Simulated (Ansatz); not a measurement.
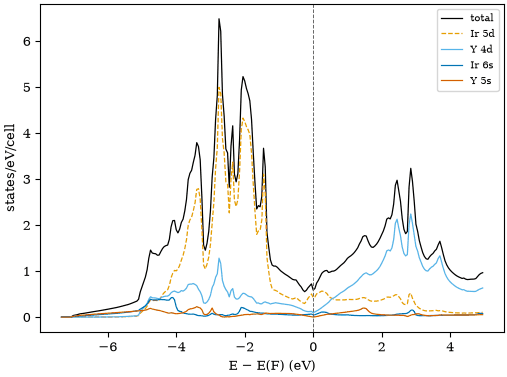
Figure. Total and projected density of states of YIr (CsCl type, Pm-3m), the program Ansatz at the LDA level (PAW)

Question: Which orbitals carry the states next to the Fermi level?

Answer: Within 0.5 eV of the Fermi level: Ir 5d 58 %, Y 4d 24 %, Ir 6s 9 %. Projections are on Löwdin-orthogonalised atomic valence shells; empty p or d shells of many metals are not among them.

Question: Where is the tallest occupied peak in this window, and what makes it?

Answer: Near -2.8 eV, about 6.5 states/eV per cell; the largest projected share is Ir 5d.

The first step of the workflow began from a Materials Project structure, measured or hypothetical; the Crystallography Open Database files this formula in space group No. 221, but the cells were not matched. Its standing as an ambient phase is unchecked. The LDA relaxation kept the symmetry of its start; of distortions, only those at the zone centre were tested. No spin polarisation was allowed. Scalar-relativistic: spin–orbit coupling is off unless named, which matters more the heavier the elements.

Potentials: the later of the program's two PAW sets.
